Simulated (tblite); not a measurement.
# C6H10B2S: the cost of one run

Programs: tblite 0.8.0 and PySCF 2.14.0, with density-fitted response routines of our own. Each step states its level of theory. These are calculated values for one molecule in the gas phase, unless marked as measured. Atoms count from 0, in the outputs and in this text.

## Step 1: Starting geometry

19 atoms, charge 0, multiplicity 1; geometry from: force field or distance geometry start.

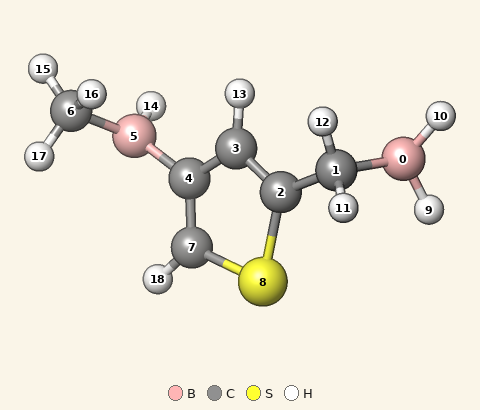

The starting geometry (boron pink, carbon grey, sulfur yellow, hydrogen white), atoms numbered.

## Step 2: Relaxing the molecule with GFN2-xTB

The job: settings as JSON, then the geometry in Å.

```
{"job": {"kind": "relax", "xc": "GFN2-xTB", "basis": "xTB"}, "charge": 0, "multiplicity": 1}
B      3.376600     0.055500    -1.027500
C      2.510800     0.798100     0.095900
C      1.272900    -0.008200     0.333800
C      0.075100     0.171900    -0.335500
C     -0.924600    -0.658400     0.032700
B     -2.368900    -0.595900    -0.639400
C     -3.320900     0.548500    -0.112500
C     -0.637300    -1.567800     1.008000
S      1.147300    -1.383500     1.573600
H      3.898700    -0.953300    -0.665900
H      4.023100     0.773600    -1.725000
H      3.065600     0.941100     1.038600
H      2.230600     1.787500    -0.292900
H     -0.023800     0.944100    -1.106800
H     -2.516700    -1.025000    -1.718100
H     -4.152300     0.803000    -0.782800
H     -2.676900     1.446700     0.012700
H     -3.652900     0.239300     0.905600
H     -1.336300    -2.308000     1.413300
```

On the command line:

```console
$ OMP_NUM_THREADS=1 python probes_run.py task.json out
```

The driver reads the jobs from task.json and runs them one after another.

**Question.** How long does this first job take on 1 thread of Arm Neoverse N1, shared host, and how much memory does it need?

About 2.1 s, with a peak of 0.18 GiB.
